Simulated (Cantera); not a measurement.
Charge: 1 mol SiH2Cl2, a varied amount of N2, 0.53 mol HCl, held at 975 °C and 1.30 bar.

Cantera equilibrium calculation (NASA polynomials, part measured and part estimated; ideal gas, pure solids and liquids). Candidate condensed phases: NH4Cl, Si, Si3N4; 28 gas species. N2 is the only nitrogen source here; it is nearly inert below about 1500 K, so the nitride shown seldom forms there in practice. The tables' values for SiCl3 are old estimates; treat these amounts as uncertain. Rates play no part.

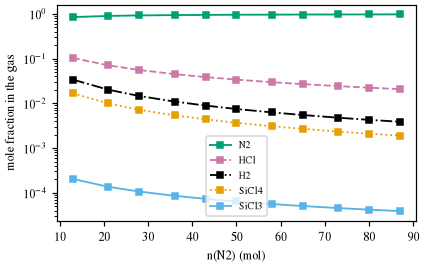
*Equilibrium gas composition (values under 1e-9 drawn at 1e-9)*

From 13 mol N2 to 87 mol N2 the condensed part is Si3N4(s). The main Si-bearing gas is SiCl4 throughout. The share of Si in condensed phases is highest at 87 mol N2 (82.6 %) and lowest at 13 mol N2 (74.7 %).
